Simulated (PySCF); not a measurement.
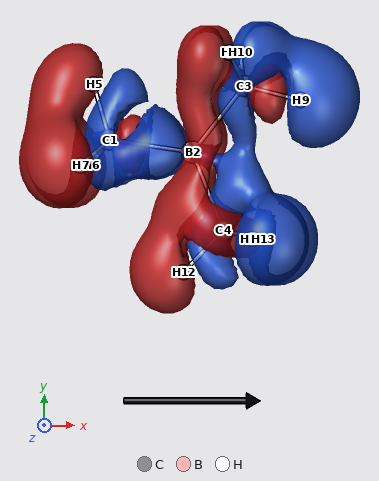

*C3H9B, SMILES `CB(C)C`. Change of the electron density in a uniform field of 0.21 V/Å along +x (arrow), surfaces at ±0.001 e/Å³ (red: gain, blue: loss).*

Level of theory: B3LYP/def2-SVPD (PySCF), at a geometry from GFN2-xTB. No frequency check shows the geometry to be a minimum.

How large is the response?

Answer. The induced dipole is 0.58 D (along the field); α along this axis, from the fields in both directions, is 57 bohr³ (8.5 Å³).

Which atoms gain and lose the most charge?

Answer. Electrons gather most on H6 and H7 alike (Hirshfeld charge changes by −0.006 e) and leave H9 most (+0.009 e); 0.054 electrons are displaced in all.

Run time: 27 s on 1 thread of Intel(R) Xeon(R) Platinum 8488C (Sapphire Rapids), on a shared host, peak memory 0.67 GiB.
